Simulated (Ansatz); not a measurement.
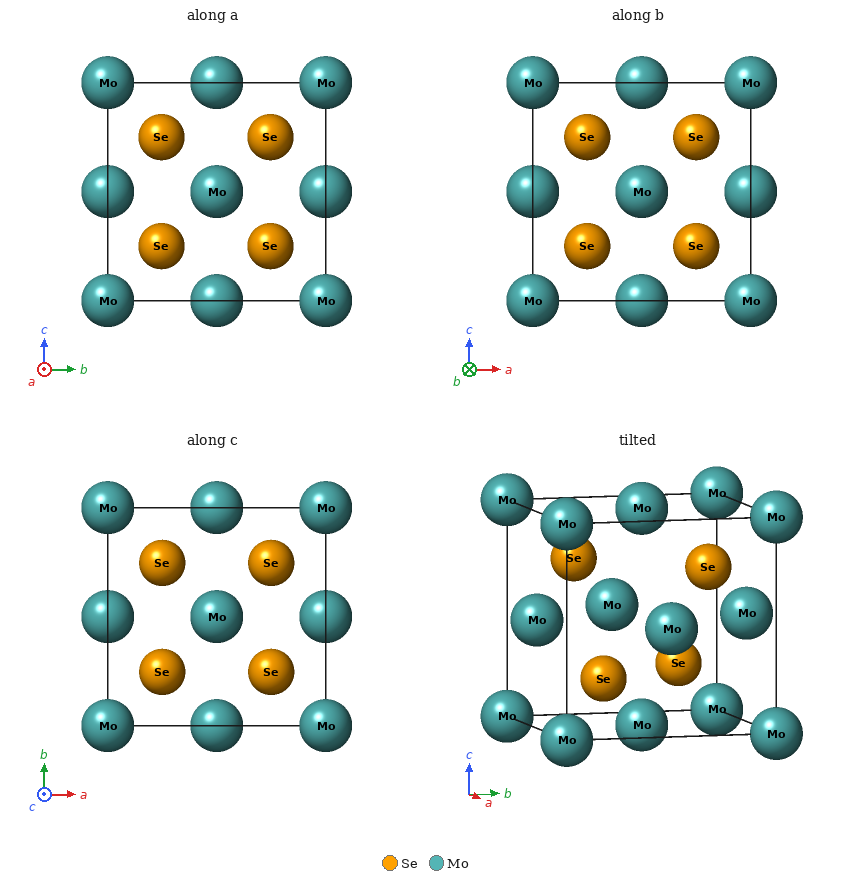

A spheres-only rendering, viewed along the a axis, along the b axis, along the c axis and slightly off an axis. The parallelepiped is the drawn cell (a repeat of the simulation cell).

Lattice parameters: a = 5.681 Å, b = 5.681 Å, c = 5.681 Å, α = 90.00°, β = 90.00°, γ = 90.00°. Put a along x and b in the xy plane.

> Reconstruct the structure as a POSCAR file, with free fractional coordinates to two decimals.

```
Se Mo
1.0
     5.681    0.000    0.000
     0.000    5.681    0.000
     0.000    0.000    5.681
Se Mo
4 4
Direct
  0.25 0.75 0.25
  0.75 0.75 0.75
  0.75 0.25 0.25
  0.25 0.25 0.75
  0.50 0.50 0.00
  0.00 0.50 0.50
  0.00 0.00 0.00
  0.50 0.00 0.50
```

It goes back to a structure type filled with these elements by a generator (whether the compound takes this form wasn't checked). The cell was then strained or its atoms displaced on purpose. It was the input of a calculation with Ansatz.
